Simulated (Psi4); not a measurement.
# CH3AlO (SMILES [CH3][Al]=[O]): TPSSh/def2-SVPD (density fitting, sweep point 9)

Wanted: energy and forces of CH3AlO. 

The results are computed with Psi4 1.11.

4 further runs of the same task are left out: 4 set aside as unsound or not needed.

## 1. The structure to begin with

CH3AlO has 6 atoms, charge 0, and is taken as a singlet. As SMILES, `[CH3][Al]=[O]`. Geometry: relaxed at PBE0-D4/def2-TZVP.

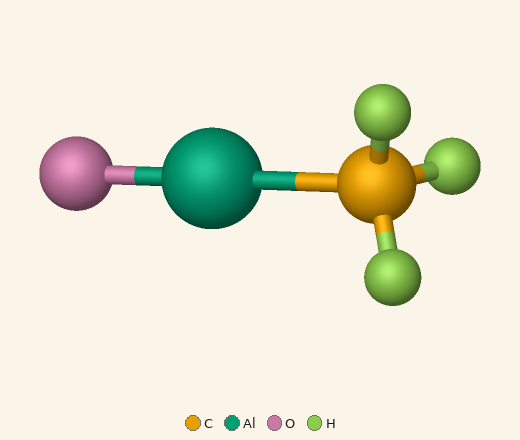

Viewed from a chosen angle; carbon amber, aluminium teal, oxygen pink, hydrogen green.

## 2. Energy and gradient at TPSSh/def2-SVPD (density fitting, sweep point 9)

The input, run.py:

```python
import psi4

psi4.set_memory('1600 MB')
psi4.set_num_threads(1)
psi4.core.set_output_file('run.log', False)

molecule = psi4.geometry("""
C     -0.412500     0.498200    -0.315400
Al     0.696700    -0.841400     0.532500
O      1.611700    -1.946300     1.232100
H      0.065200     1.479100    -0.263900
H     -1.383600     0.560900     0.180800
H     -0.577400     0.249400    -1.366100
units angstrom
symmetry c1
""")

psi4.set_options({
    'basis': 'def2-SVPD',
    'reference': 'rks',
    'scf_type': 'df',
    'basis_guess': True,
})

e, wfn = psi4.gradient("TPSSH", return_wfn=True)
print('gradient / Eh bohr^-1')
print(e.np.round(6))
print(f'energy = {wfn.energy():.10f} Eh')
```

Launch:

```console
$ python run.py
```

run.log:

```text
[...]
  Running in c1 symmetry.
[...]
  Nuclear repulsion =   83.909553177892164
[...]
  Multiplicity = 1
[...]
  Nalpha       = 15
  Nbeta        = 15
[...]
    Number of basis functions: 52
[...]
   @DF-RKS iter   1:  -356.78511301188524   -1.35551e-01   2.17266e-02 DIIS/ADIIS
[...]
   @DF-RKS iter   9:  -357.41914938685602   -5.68434e-13   1.47868e-09 DIIS
[...]
    Orbital Energies [Eh]
    ---------------------
    Doubly Occupied:
       1A    -55.910995     2A    -18.994352     3A    -10.155307
       4A     -4.088811     5A     -2.637746     6A     -2.637746
       7A     -2.629039     8A     -0.813134     9A     -0.703187
      10A     -0.427066    11A     -0.427045    12A     -0.367829
      13A     -0.272100    14A     -0.242180    15A     -0.242180
[...]
  @DF-RKS Final Energy:  -357.41914938685602
   => Energetics <=
    Nuclear Repulsion Energy =             83.9095531778921639
    One-Electron Energy =                -660.7040286754493081
    Two-Electron Energy =                 249.9045376450789036
    DFT Exchange-Correlation Energy =     -30.5292115343777155
    Empirical Dispersion Energy =           0.0000000000000000
    VV10 Nonlocal Energy =                  0.0000000000000000
    Total Energy =                       -357.4191493868560201
[...]
 Multipole Moments:
 ------------------------------------------------------------------------------------
     Multipole            Electronic (a.u.)      Nuclear  (a.u.)        Total (a.u.)
 ------------------------------------------------------------------------------------
 L = 1.  Multiply by 2.5417464519 to convert [e a0] to [Debye]
 Dipole X            :          2.3356311           -3.6445458           -1.3089147
 Dipole Y            :         -2.8207623            4.4012802            1.5805179
 Dipole Z            :          1.7850785           -2.7858595           -1.0007811
 Magnitude           :                                                    2.2831683
[...]
  -Total Gradient:
     Atom            X                  Y                   Z
    ------   -----------------  -----------------  -----------------
       1       -0.001935946434     0.002404697645    -0.001528106897
       2        0.010307320825    -0.012451194904     0.007878706425
       3       -0.012860026441     0.015531234673    -0.009831174566
       4       -0.002074706686    -0.005530535650     0.000036115879
       5        0.005356089643    -0.000791995881    -0.002240150093
       6        0.001235811316     0.000804828859     0.005705550264
[...]
```

Standard output:

```text
gradient / Eh bohr^-1
[[-1.9360e-03  2.4050e-03 -1.5280e-03]
 [ 1.0307e-02 -1.2451e-02  7.8790e-03]
 [-1.2860e-02  1.5531e-02 -9.8310e-03]
 [-2.0750e-03 -5.5310e-03  3.6000e-05]
 [ 5.3560e-03 -7.9200e-04 -2.2400e-03]
 [ 1.2360e-03  8.0500e-04  5.7060e-03]]
energy = -357.4191493869 Eh
```

Run time: 17 s. Hardware: 1 thread of Intel Xeon Platinum 8488C (Sapphire Rapids), shared host; peak memory 1 GiB.

## 3. Summary of results

At TPSSh/def2-SVPD (density fitting, sweep point 9):

| quantity | value |
| --- | --- |
| total energy | -357.41915 Eh |
| dipole moment | 5.80 D |
| HOMO energy | -6.59 eV |
| LUMO energy | -1.91 eV |
| HOMO–LUMO gap | 4.68 eV |
| largest force on an atom | 1.154 eV/Å |

**Reading.** The largest force is 1.15 eV/Å: the shape isn't a stationary point for this species at this level.
